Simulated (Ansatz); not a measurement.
Starting cell, SnTe (rock salt):

```
CELL_PARAMETERS angstrom
      0.00000     3.18559     3.18559
      3.18559     0.00000     3.18559
      3.18559     3.18559     0.00000
ATOMIC_POSITIONS crystal
  Te 0.00000 0.00000 0.00000
  Sn 0.50000 0.50000 0.50000
```

In each cell atom 2 (Sn, nearest neighbour Te at 3.186 Å; its periodic images, 4.5 Å or more away, move with it) moves by s·(0.000, 0.000, 1.000) (along Cartesian z), the rest being held.

These are r2SCAN (plane waves to 500 eV, PAW, scalar-relativistic; Ansatz, a program for electronic structure) values and carry that method's errors. k mesh 10×10×10 (Γ-centred), Fermi-Dirac smearing 0.05 eV. Energies are smeared free energies. SnTe was relaxed with its symmetry unable to fall. Spin-orbit coupling is left out, though Te is heavy. The PAW data are Ansatz's earlier set. ΔE is measured from the undisplaced structure.

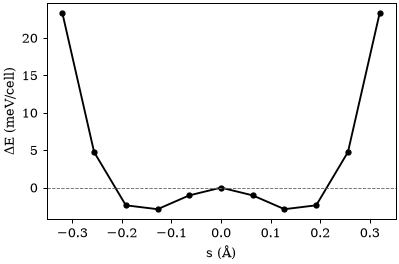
*ΔE (meV/cell) against s (Å); one marker a computed point.*

Q: Is this a single well or a double well?

A: A double well: the undisplaced structure is a maximum between two minima.

Q: What is the energy change at s = 0.320 Å?

A: About 23 meV/cell.

Q: By a smooth curve through the points, how far does the atom move to reach the deepest minimum?

A: About 0.16 Å from zero.

Q: By a smooth curve, how deep is the well, measured from the undisplaced structure?

A: About 3.1 meV/cell, cell held fixed.

(For displaced atoms, the force is minus the slope of the energy, and its curvature is a force constant, which sets phonon frequencies.)
